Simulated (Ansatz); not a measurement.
**Ru: response to strain**

Start from Ru in the hcp (Mg type) structure (space group P6_3/mmc, No. 194).

```
Ru
1.0
    2.69188     0.00000     0.00000
   -1.34594     2.33123     0.00000
    0.00000     0.00000     4.24566
Ru
2
Direct
  0.33333   0.66667   0.75000
  0.66667   0.33333   0.25000
```

Cartesian axes are those of the cell as printed.

Strains are applied to the cell and any free atomic positions relax; under biaxial strain the out-of-plane vector relaxes too.

Calculations: PBEsol in Ansatz (plane waves to 420 eV, PAW, no spin-orbit coupling).

Notes on the quantities. pressure: mean of the normal stresses, compression positive.

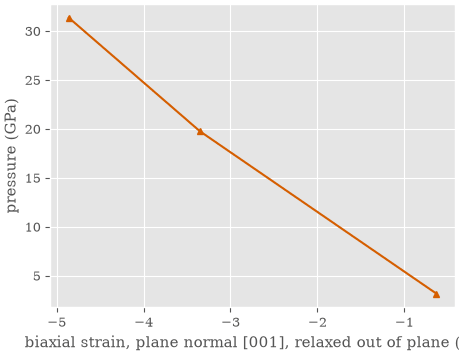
Pressure against biaxial strain, plane normal [001], relaxed out of plane

| biaxial strain, plane normal [001], relaxed out of plane (%) | pressure |
|---|---|
| -4.86 | 31.4 GPa |
| -3.35 | 19.8 GPa |
| -0.63 | 3.2 GPa |

Without a gap, meshes like the base's 20×20×11 leave anisotropic stresses uncertain by several tenths of a GPa, and small strain energies with them. Stability against distortions was not tested. The final runs are not spin-polarised.

Ansatz is an electronic-structure program.
